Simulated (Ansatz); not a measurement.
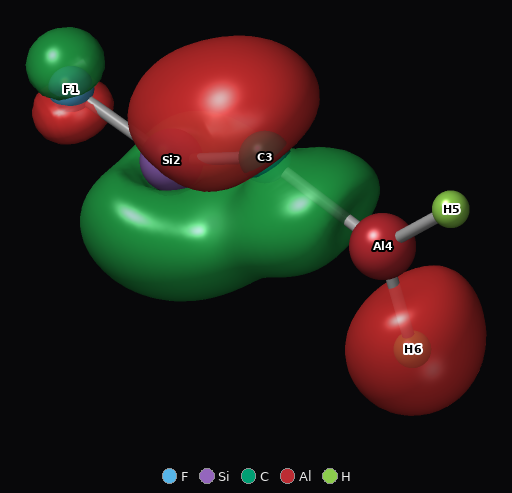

The picture shows: CH2AlFSi (SMILES F[Si]#[C][AlH2]). The HOMO−1 at ±0.1 Å⁻³ᐟ² (green and red are the two phases), seen at an oblique angle.

Method: RKS PBE/6-31G* in Ansatz 0.2.0.

```tsv
atom	x (Å)	y (Å)	z (Å)
F	1.7586	-2.6265	1.3714
Si	1.0757	-1.4864	0.4427
C	0.0187	-0.1869	0.6830
Al	-0.7472	1.0947	-0.5223
H	-1.7299	2.1455	0.1904
H	-0.4554	1.1406	-2.0971
```

Describe this orbital and give its energy.

Answer. Its weight (Hirshfeld) is mainly on Si2 (about 40 %), C3 (about 35 %), Al4 (about 10 %) and H6 (about 10 %); it is symmetric in the molecular plane (an in-plane orbital: σ, lone-pair or in-plane π type). Its energy is −6.34 eV.
